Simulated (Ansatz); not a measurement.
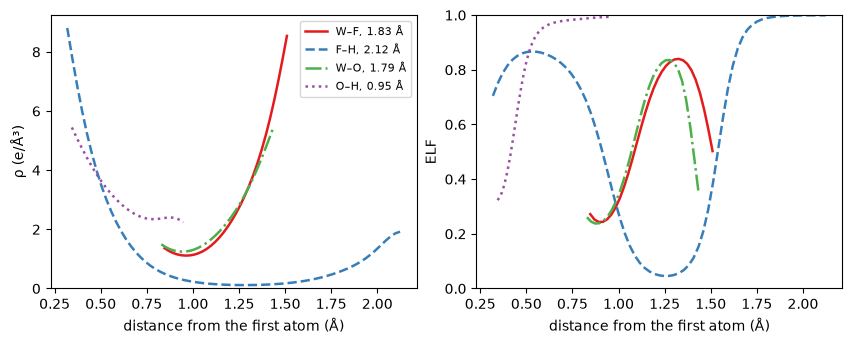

The picture shows: F5HOW···HBr. Electron density and ELF along straight lines between neighbouring atoms. The curves leave out the atomic cores.

Core potentials replace the inner electrons of W; not at a stationary point (largest force 2.0 eV/Å).

Theory: Ansatz 0.2.0, RHF/def2-SVP.

```xyz
10

W    -0.1008   -0.1776   -0.1338
F    -0.0508    0.0430    1.7022
O     1.6790   -0.3562   -0.2384
H     2.6204   -0.2965   -0.1444
F    -0.0477    1.6305   -0.4116
F    -1.9256    0.0089    0.0206
F    -0.3434   -1.9784    0.1285
F    -0.3343   -0.4409   -1.9311
Br    2.3226    2.0608    1.7448
H     1.2949    1.4162    2.6037
```

Compare the contacts.

W–F (1.83 Å): the density is about 1.2 e/Å³ at the midpoint; the ELF peaks at about 0.85 in the valence shell of F, 0.5 Å from its nucleus, and drops to about 0.25 between the two atoms.
F2···H10 (2.12 Å): the density falls to about 0.12 e/Å³ on the way; the ELF dips to about 0.05 between them.
W–O (1.79 Å): ρ at the midpoint is about 1.3 e/Å³; the ELF peaks at about 0.85 in the valence shell of O, 0.5 Å from its nucleus, and drops to about 0.25 between the two atoms.
O–H (0.95 Å): ρ at the midpoint is about 3.9 e/Å³; the ELF climbs to about 1 towards the hydrogen, as it does in any bond to H (an ordinary covalent bond to hydrogen).
